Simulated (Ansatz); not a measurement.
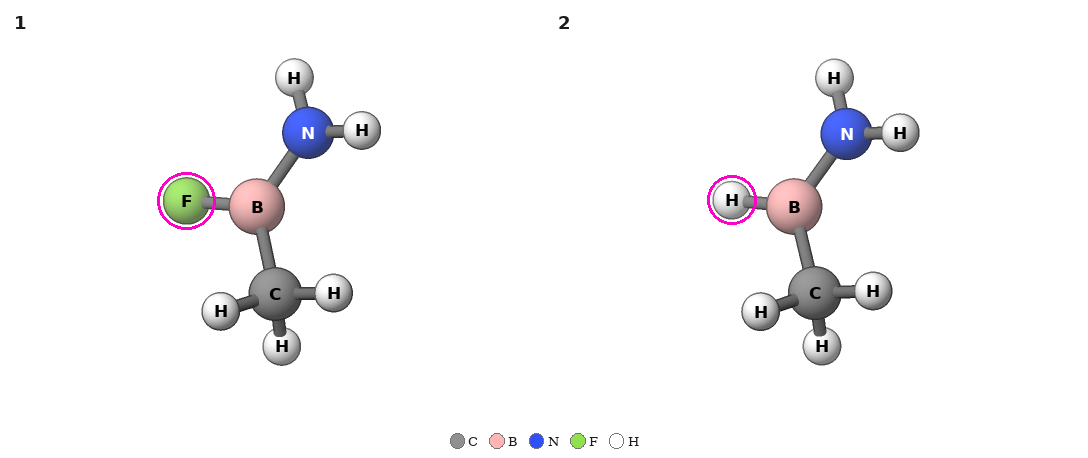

2 molecules with one skeleton, seen from the same side and at one scale; the atom that differs is circled. Each species is neutral and a spin singlet. Computed geometries: PBE0-D4/def2-TZVP optimisations, one conformation each. Properties computed with Ansatz 0.2.0.

One atom differs, called X below: F in panel 1, H in panel 2. Their formulas are CH5BFN (`CB(N)F`), CH6BN (`CBN`).

In which is the length of X–B larger (PBE0-D4/def2-TZVP)?

Answer. In panel 1 (X = F).

In which is the dipole moment larger (B3LYP-D4/def2-TZVPP)?

Answer. In panel 1 (X = F).

Give the values. With PBE0-D4/def2-TZVP: length of X–B (Å), angle C–B–X (°). With B3LYP-D4/def2-TZVPP: dipole moment (D), HOMO energy (Kohn–Sham orbital) (eV), HOMO–LUMO gap (eV).

```tsv
quantity	1 (F)	2 (H)	2 − 1
length of X–B (Å)	1.347	1.202	−0.145
angle C–B–X (°)	118.6	121.0	+2.4
dipole moment (D)	2.19	1.56	−0.63
HOMO energy (Kohn–Sham orbital) (eV)	−8.04	−8.08	−0.04
HOMO–LUMO gap (eV)	8.47	8.65	+0.18
```
